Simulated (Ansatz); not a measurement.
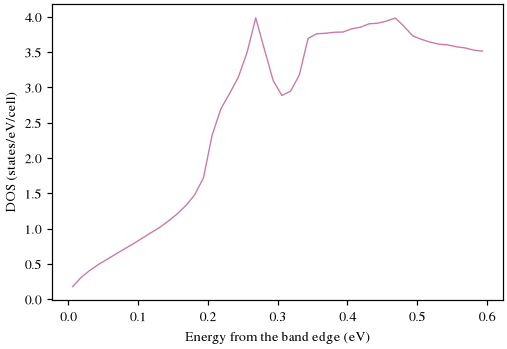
Density of states of Si3N4 (P6_3/m) below the valence band maximum, PBEsol, rigid bands (Ansatz, an electronic-structure program); cell volume 146.5 Å³.

Q: What effective density of states at 300 K does this give (∫ g(E) exp(−E/k_BT) dE, both spins, divided by the cell's size)?

A: 6.0e19 cm⁻³, a density-of-states mass of 1.80 mₑ, valleys and band degeneracy included.

Spin-orbit coupling is left out; where it splits the top of the valence band, N_v and the p-type Seebeck coefficient come out somewhat high without it. Geometry: cell and atoms relaxed with PBEsol.
